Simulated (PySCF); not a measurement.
C₇H₁₅NSi (SMILES C=CC[C@H]1CCN([SiH3])C1)

```xyz
24

C     2.1828    1.4390   -0.8358
C     1.6964    0.7221    0.1596
C     1.7794   -0.7688    0.2381
C     0.3984   -1.4434    0.2351
C    -0.4463   -1.0776    1.4708
C    -1.5872   -0.1981    0.9286
N    -1.1697    0.1801   -0.3974
Si   -1.7843    1.4971   -1.2943
C    -0.4607   -0.9487   -0.9377
H     2.6886    0.9821   -1.6716
H     2.1018    2.5123   -0.8602
H     1.1953    1.2135    0.9813
H     2.3558   -1.1444   -0.6105
H     2.3018   -1.0577    1.1558
H     0.5515   -2.5240    0.1736
H     0.1520   -0.5356    2.2015
H    -0.8419   -1.9683    1.9583
H    -2.5230   -0.7776    0.8967
H    -1.7638    0.6919    1.5340
H    -1.9372    2.5887   -0.3313
H    -3.0904    1.2599   -1.9396
H    -0.7874    1.7656   -2.3288
H     0.1338   -0.6467   -1.7991
H    -1.1575   -1.7416   -1.2528
```

Geometry: GFN2-xTB.

Computed with PBE0/pcSseg-1, SCF density, gas phase, non-relativistic (PySCF).

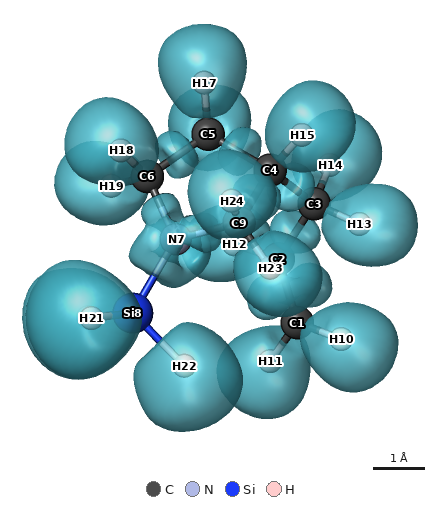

Figure 1. Isosurface of the ELF at 0.75 (cyan), seen at a tilt. Core shells and regions of very low density are left out.

### Where are the electrons localised?

At this value the surface marks out six regions between bonded C–C atoms (shared pairs), 15 regions around hydrogen nuclei and one region on N in which the atom's valence shell and bonds are merged. Along the contacts the grid gives the following. C–C (1.32 Å): the ELF peaks at about 0.90 between the atoms (a short, multiple covalent bond). C–N (1.44 Å): the ELF peaks at about 0.90 between the atoms, as expected for a covalent bond.

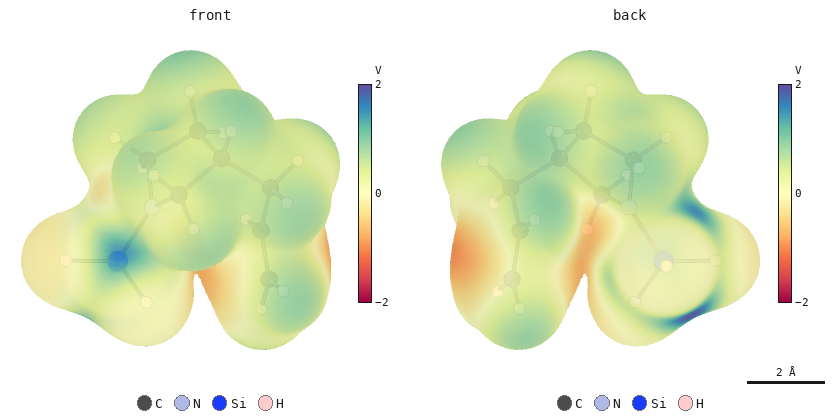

Figure 2. The molecular electrostatic potential painted on the density surface at 0.004 e/bohr³, seen from the front and from behind; red is negative and blue positive.

### Describe the electrostatic potential map.

The most negative region (about −0.9 V) lies over the π face of C1 and C2, the most positive (about +1.6 V) over Si8.

### What dipole moment does the calculation give?

Its dipole moment is 1.22 D.

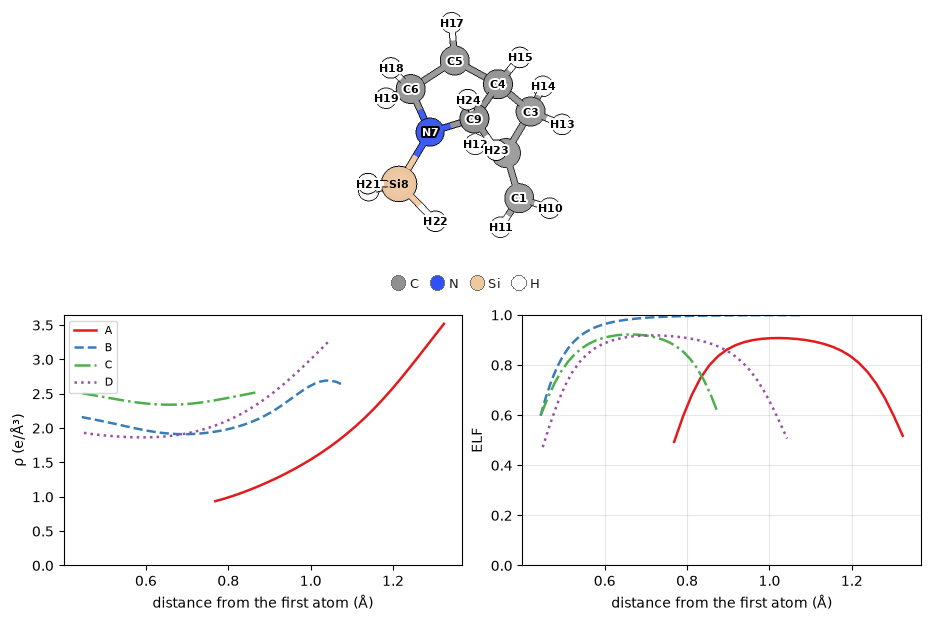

Figure 3. Electron density and ELF along straight lines between neighbouring atoms. The curves leave out the atomic cores. The structure is drawn too.

### Which curve belongs to which contact (C–C, C–H, C–N and Si–N)? The first atom named is at distance zero.

Curve A: Si–N (1.71 Å): ρ at the midpoint is about 1.1 e/Å³; the ELF peaks at about 0.90 between the atoms; a shared but strongly polarised pair. Curve B: C–H (1.08 Å): the density is about 2 e/Å³ at the midpoint; the ELF climbs to about 1 towards the hydrogen, as it does in any bond to H (an ordinary covalent bond to hydrogen). Curve C: C–C (1.32 Å): ρ is about 2.3 e/Å³ halfway; the ELF peaks at about 0.90 between the atoms (a short, multiple covalent bond). Curve D: C–N (1.44 Å): ρ at the midpoint is about 1.9 e/Å³; the ELF peaks at about 0.90 between the atoms (localised, covalent bonding).
